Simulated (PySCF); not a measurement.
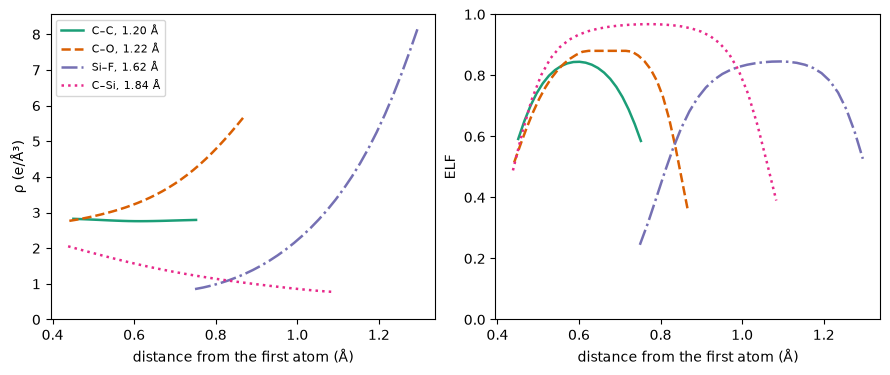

The picture shows: C$_{5}$H$_{5}$FOSi. Electron density and electron localisation function along straight lines between neighbouring atoms. The curves leave out the atomic cores.

Geometry: GFN2-xTB.

Computed with B3LYP/def2-SVPD, SCF density, gas phase (PySCF).

Input

```
{"job": {"kind": "uv", "xc": "B3LYP", "basis": "def2-SVPD", "nstates": 8, "ntriplets": 3}, "charge": 0, "multiplicity": 1}
C     -3.394452    -0.184841     0.067969
C     -2.368467     0.436253    -0.022809
Si    -0.782239     1.362570    -0.190313
F     -0.378357     1.911389     1.279288
C      0.592779     0.116208    -0.706335
O      0.759057    -0.157012    -1.880280
C      1.415940    -0.486861     0.364832
C      2.430968    -1.298338     0.091508
H     -4.293408    -0.724485     0.157258
H     -0.855464     2.524918    -1.054261
H      1.153478    -0.220909     1.378571
H      3.047004    -1.738285     0.857637
H      2.668772    -1.540121    -0.932631
```

Command:

```sh
OMP_NUM_THREADS=1 python probes_run.py task.json out
```

### What can be read from the curves?

C–C (1.20 Å): the density is about 2.8 e/Å³ at the midpoint; the ELF peaks at about 0.85 between the atoms (a multiple bond).
C–O (1.22 Å): ρ is about 3.3 e/Å³ halfway; the ELF peaks at about 0.90 between the atoms: a multiple bond.
Si–F (1.62 Å): ρ at the midpoint is about 1 e/Å³; the ELF peaks at about 0.85 in the valence shell of F, 0.5 Å from its nucleus, and is about 0.50 at the midpoint.
C–Si (1.84 Å): the density is about 0.96 e/Å³ at the midpoint; the ELF peaks at about 0.95 between the atoms: a shared electron pair.
